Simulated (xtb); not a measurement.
**Run report: BAs$_{2}$NH$_{6}$, geometry relaxation (part 3 of 5)**

The same run, continued: BAs$_{2}$NH$_{6}$, SMILES NB([AsH2])[AsH2]; GFN1-xTB (xtb 6.7.1). The geometry comes from this level: GFN2-xTB.

Geometry of the input (Å):
```
N  -1.1117  0.6663  -0.5174
B  -0.0055  0.0130  -0.0066
As 0.0310  -2.0128  0.0519
As 1.5691  1.0901  0.6785
H  -1.2073  1.6726  -0.5548
H  -1.9193  0.1919  -0.8984
H  1.2543  -2.0831  -0.8293
H  -0.8455  -2.1819  -1.1754
H  0.7101  2.2179  1.2178
H  1.5249  0.4259  2.0336
```

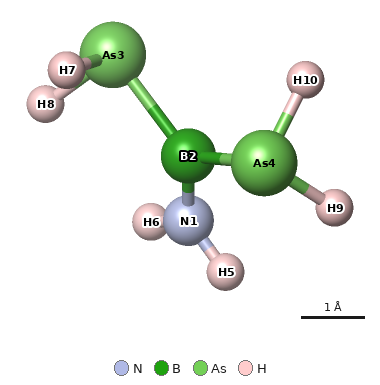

Fig. 1: The starting structure (ball-and-stick view, seen at a tilt; atoms are numbered from 1 in the order of the input).

What the program printed, continued
```
 iter      E             dE          RMSdq      gap      omega  full diag
   1    -12.7130718 -0.127131E+02  0.131E-03    3.70       0.0  T
   2    -12.7130718 -0.121980E-08  0.486E-04    3.70      65.1  T
   3    -12.7130718 -0.638648E-09  0.670E-04    3.70      47.2  T
   4    -12.7130718 -0.458447E-08  0.221E-04    3.70     143.3  T
   5    -12.7130718 -0.205898E-09  0.838E-05    3.70     377.2  T
   6    -12.7130718 -0.133019E-09  0.790E-06    3.70    4002.9  T
     SCC iter.                  ...        0 min,  0.001 sec
     gradient                   ...        0 min,  0.004 sec
 * total energy  :   -12.6148324 Eh     change       -0.1421030E-06 Eh
   gradient norm :     0.0000544 Eh/α   predicted    -0.8796962E-07 ( -38.09%)
   displ. norm   :     0.0028622 α      lambda       -0.3709130E-07
   maximum displ.:     0.0021654 α      in ANC's #1, #3, #2, ...

........................................................................
.............................. CYCLE   19 ..............................
........................................................................

 iter      E             dE          RMSdq      gap      omega  full diag
   1    -12.7130702 -0.127131E+02  0.264E-04    3.70       0.0  T
   2    -12.7130702 -0.253303E-09  0.151E-04    3.70     209.4  T
   3    -12.7130702  0.417018E-10  0.635E-05    3.70     497.7  T
     SCC iter.                  ...        0 min,  0.001 sec
     gradient                   ...        0 min,  0.004 sec
 * total energy  :   -12.6148324 Eh     change       -0.3217830E-07 Eh
   gradient norm :     0.0000339 Eh/α   predicted    -0.1767016E-07 ( -45.09%)
   displ. norm   :     0.0032606 α      lambda       -0.2877313E-07
   maximum displ.:     0.0022243 α      in ANC's #1, #3, #2, ...

   *** GEOMETRY OPTIMIZATION CONVERGED AFTER 19 ITERATIONS ***

------------------------------------------------------------------------
 total energy gain   :        -0.0013034 Eh       -0.8179 kcal/mol
 total RMSD          :         0.3154790 a0        0.1669 Å
 total power (kW/mol):        -0.1801094 (step)  -24.5482 (real)
------------------------------------------------------------------------

 ANCopt (total)                0 d,  0 h,  0 min,  0.139 sec
 optimizer setup                ...        0 min,  0.000 sec (  0.036%)
 model hessian                  ...        0 min,  0.000 sec (  0.228%)
 ANC generation                 ...        0 min,  0.000 sec (  0.080%)
 coordinate transformation      ...        0 min,  0.000 sec (  0.043%)
 single point calculation       ...        0 min,  0.137 sec ( 98.171%)
 optimization log               ...        0 min,  0.001 sec (  0.471%)
 hessian update                 ...        0 min,  0.000 sec (  0.053%)
 rational function              ...        0 min,  0.001 sec (  0.582%)

================
 final structure:
================
10
 xtb: 6.7.1
N           -1.14745194449021        0.69505711070930       -0.57277699763410
B           -0.03496214351583        0.04253419665912       -0.02301619683827
As          -0.04494659211656       -1.96883361150786        0.04379701476072
As           1.48003982006569        1.17368488226613        0.66848956873364
H           -1.23984730791754        1.69380359177197       -0.60197680406342
H           -1.92358425983777        0.20508621985293       -0.97845268396903
H            1.30637142765565       -2.09349658103153       -0.57472716021645
H           -0.71668971444736       -2.15150079385573       -1.27994087578974
H            0.60715932735377        2.09559065607590        1.45743374318801
H            1.71390138724987        0.30807432905921        1.86115039182959

 Bond Distances (Angstroems)
 ---------------------------
N1-B2=1.4020         N1-H5=1.0034         N1-H6=1.0035         B2-N1=1.4020         B2-As3=2.0125        B2-As4=2.0132
As3-B2=2.0125        As3-H7=1.4914        As3-H8=1.4956        As4-B2=2.0132        As4-H9=1.4947        As4-H10=1.4921
H5-N1=1.0034         H6-N1=1.0035         H7-As3=1.4914        H8-As3=1.4956        H9-As4=1.4947        H10-As4=1.4921
 N  H  Rav=1.0035 sigma=0.0000  Rmin=1.0034  Rmax=1.0035     2
 N  B  Rav=1.4020 sigma=0.0000  Rmin=1.4020  Rmax=1.4020     1
 As H  Rav=1.4935 sigma=0.0018  Rmin=1.4914  Rmax=1.4956     4
 As B  Rav=2.0128 sigma=0.0003  Rmin=2.0125  Rmax=2.0132     2

 selected bond angles (degree)
 --------------------
H5-N1-B2=123.21                H6-N1-B2=123.02                H6-N1-H5=113.77                As3-B2-N1=118.31
As4-B2-N1=118.05               As4-B2-As3=123.63              H7-As3-B2= 93.74               H8-As3-B2= 95.45
H8-As3-H7= 91.70               H9-As4-B2= 95.07               H10-As4-B2= 93.82              H10-As4-H9= 91.57

 selected dihedral angles (degree)
 ---------------------------------
As3-B2-N1-H5=176.91           As3-B2-N1-H6=356.57           As4-B2-N1-H5=357.34           As4-B2-N1-H6=177.00
H7-As3-B2-N1=129.97           H7-As3-B2-As4=309.51          H8-As3-B2-N1= 37.90           H8-As3-B2-As4=217.44
H9-As4-B2-N1= 48.28           H9-As4-B2-As3=228.73          H10-As4-B2-N1=140.20          H10-As4-B2-As3=320.65
           -------------------------------------------------
          |                Final Singlepoint                |
           -------------------------------------------------

          ...................................................
          :                      SETUP                      :
          :.................................................:
          :  # basis functions                  40          :
          :  # atomic orbitals                  38          :
          :  # shells                           22          :
          :  # electrons                        24          :
          :  # halogen bonds                     0          :
          :  max. iterations                   250          :
          :  Hamiltonian                  GFN1-xTB          :
          :  restarted?                      false          :
          :  GBSA solvation                  false          :
          :  PC potential                    false          :
          :  electronic temp.          300.0000000     K    :
          :  accuracy                    1.0000000          :
          :  -> integral cutoff          0.2500000E+02      :
          :  -> integral neglect         0.1000000E-07      :
          :  -> SCF convergence          0.1000000E-05 Eh   :
          :  -> wf. convergence          0.2000000E-04 e    :
          :  Broyden damping             0.4000000          :
          :  net charge                          0          :
          :  unpaired electrons                  0          :
          ...................................................

 iter      E             dE          RMSdq      gap      omega  full diag
   1    -12.7130702 -0.127131E+02  0.450E-05    3.70       0.0  T
   2    -12.7130702 -0.180300E-11  0.222E-05    3.70    1424.2  T
   3    -12.7130702 -0.914824E-11  0.181E-05    3.70    1749.0  T

   *** convergence criteria satisfied after 3 iterations ***

         #    Occupation            Energy/Eh            Energy/eV
      -------------------------------------------------------------
         1        2.0000           -0.7546868             -20.5361
       ...           ...                  ...                  ...
         6        2.0000           -0.4699136             -12.7870
         7        2.0000           -0.4576285             -12.4527
         8        2.0000           -0.4502744             -12.2526
         9        2.0000           -0.4440189             -12.0824
        10        2.0000           -0.4208483             -11.4519
        11        2.0000           -0.3968053             -10.7976
        12        2.0000           -0.3616364              -9.8406 (HOMO)
        13                         -0.2254855              -6.1358 (LUMO)
        14                         -0.1723946              -4.6911
        15                         -0.1706080              -4.6425
        16                         -0.1503685              -4.0917
        17                         -0.1255958              -3.4176
       ...                                ...                  ...
        38                          0.9998295              27.2067
      -------------------------------------------------------------
                  HL-Gap            0.1361509 Eh            3.7049 eV
             Fermi-level           -0.2935610 Eh           -7.9882 eV

 SCC (total)                   0 d,  0 h,  0 min,  0.007 sec
 SCC setup                      ...        0 min,  0.000 sec (  0.805%)
 Dispersion                     ...        0 min,  0.000 sec (  0.280%)
 classical contributions        ...        0 min,  0.000 sec (  0.126%)
 integral evaluation            ...        0 min,  0.002 sec ( 31.238%)
 iterations                     ...        0 min,  0.001 sec (  9.444%)
 molecular gradient             ...        0 min,  0.004 sec ( 56.790%)
 printout                       ...        0 min,  0.000 sec (  1.216%)

         :::::::::::::::::::::::::::::::::::::::::::::::::::::
         ::                     SUMMARY                     ::
         :::::::::::::::::::::::::::::::::::::::::::::::::::::
         :: total energy             -12.614832448004 Eh    ::
         :: gradient norm              0.000312068868 Eh/a0 ::
         :: HOMO-LUMO gap              3.704853464171 eV    ::
         ::.................................................::
         :: SCC energy               -12.713070158504 Eh    ::
         :: -> electrostatic           0.015491047689 Eh    ::
         :: repulsion energy           0.102155451339 Eh    ::
         :: dispersion energy         -0.003917740839 Eh    ::
         :: halogen bond corr.         0.000000000000 Eh    ::
         :: add. restraining           0.000000000000 Eh    ::
         :: total charge               0.000000000000 e     ::
         :::::::::::::::::::::::::::::::::::::::::::::::::::::

           -------------------------------------------------
          |                Numerical Hessian                |
           -------------------------------------------------
step length          :   0.00500
SCC accuracy         :   0.30000
Hessian scale factor :   1.00000
frozen atoms in %    :   0.00000    0
RMS gradient         :   0.00031
estimated CPU  time      0.01 min

writing file <hessian>.

 projected vibrational frequencies (cm⁻¹)
eigval :       -0.00    -0.00    -0.00    -0.00     0.00     0.00
eigval :       94.44   106.42   113.17   217.81   249.09   344.58
eigval :      504.00   542.36   631.56   669.28   729.91   731.40
eigval :      753.58  1000.55  1052.58  1057.23  1264.14  1529.82
eigval :     2023.41  2031.50  2066.41  2069.90  3524.29  3599.16
           -------------------------------------------------
          |                Property Printout                |
           -------------------------------------------------

    * Orbital Energies and Occupations

         #    Occupation            Energy/Eh            Energy/eV
      -------------------------------------------------------------
         1        2.0000           -0.7546869             -20.5361
         2        2.0000           -0.6927944             -18.8519
         3        2.0000           -0.6907946             -18.7975
         4        2.0000           -0.5588843             -15.2080
         5        2.0000           -0.5543741             -15.0853
         6        2.0000           -0.4699135             -12.7870
         7        2.0000           -0.4576284             -12.4527
         8        2.0000           -0.4502744             -12.2526
         9        2.0000           -0.4440188             -12.0824
        10        2.0000           -0.4208483             -11.4519
        11        2.0000           -0.3968052             -10.7976
        12        2.0000           -0.3616363              -9.8406 (HOMO)
        13                         -0.2254855              -6.1358 (LUMO)
        14                         -0.1723945              -4.6911
        15                         -0.1706079              -4.6425
        16                         -0.1503684              -4.0917
        17                         -0.1255957              -3.4176
        18                         -0.1110956              -3.0231
        19                         -0.0783278              -2.1314
        20                         -0.0700494              -1.9061
        21                         -0.0595067              -1.6193
        22                         -0.0585961              -1.5945
        23                         -0.0518568              -1.4111
       ...                                ...                  ...
        38                          0.9998296              27.2067
      -------------------------------------------------------------
                  HL-Gap            0.1361507 Eh            3.7049 eV
             Fermi-level           -0.2935609 Eh           -7.9882 eV

  Mulliken/CM5 charges         n(s)   n(p)   n(d)
     1N    -0.45628 -0.84686   1.444  4.012  0.000
     2B     0.13037 -0.00226   1.045  1.825  0.000
     3As    0.04236 -0.02821   1.791  3.142  0.025
     4As    0.04169 -0.02883   1.791  3.143  0.024
     5H     0.20162  0.39968   0.798  0.000  0.000
     6H     0.20147  0.39953   0.799  0.000  0.000
     7H    -0.03805  0.02907   1.038  0.000  0.000
     8H    -0.04211  0.02490   1.042  0.000  0.000
     9H    -0.03976  0.02724   1.040  0.000  0.000
    10H    -0.04133  0.02574   1.041  0.000  0.000

Wiberg/Mayer (AO) data.
largest (>0.10) Wiberg bond orders for each atom

 ---------------------------------------------------------------------------
     #   Z sym  total        # sym  WBO       # sym  WBO       # sym  WBO
 ---------------------------------------------------------------------------
     1   7 N    3.278 --     2 B    1.359     5 H    0.939     6 H    0.939
     2   5 B    3.432 --     1 N    1.359     3 As   0.999     4 As   0.998
     3  33 As   2.967 --     2 B    0.999     7 H    0.970     8 H    0.968
     4  33 As   2.966 --     2 B    0.998    10 H    0.973     9 H    0.967
     5   1 H    0.967 --     1 N    0.939
     6   1 H    0.968 --     1 N    0.939
     7   1 H    1.003 --     3 As   0.970
     8   1 H    1.003 --     3 As   0.968
     9   1 H    1.003 --     4 As   0.967
    10   1 H    1.004 --     4 As   0.973
 ---------------------------------------------------------------------------

Topologies differ in total number of bonds
Writing topology from bond orders to xtbtopo.mol

 dipole moment from electron density (au)
     X       Y       Z
  -0.9795   0.5712  -0.4924  total (Debye):    3.142

           -------------------------------------------------
          |                Geometry Summary                 |
           -------------------------------------------------

      molecular mass/u    :      180.7085649
   center of mass at/Å    :        0.5025478      -0.2729306       0.2488893
  moments of inertia/u·Å² :        0.9873804E+02   0.4928561E+03   0.5832119E+03
rotational constants/cm⁻¹ :        0.1707309E+00   0.3420396E-01   0.2890482E-01

 * 9 selected distances

     #   Z          #   Z                                           value/Å
     1   7 N        2   5 B                                       1.4020189
     2   5 B        3  33 As                                      2.0125022
     2   5 B        4  33 As                                      2.0131850 (max)
     1   7 N        5   1 H                                       1.0034362 (min)
     1   7 N        6   1 H                                       1.0035067
     3  33 As       7   1 H                                       1.4913664
     3  33 As       8   1 H                                       1.4956231
Molecule has no symmetry elements
It seems to be the C1 point group
     4  33 As       9   1 H                                       1.4947454
     4  33 As      10   1 H                                       1.4921170

 * 4 distinct bonds (by element types)
```
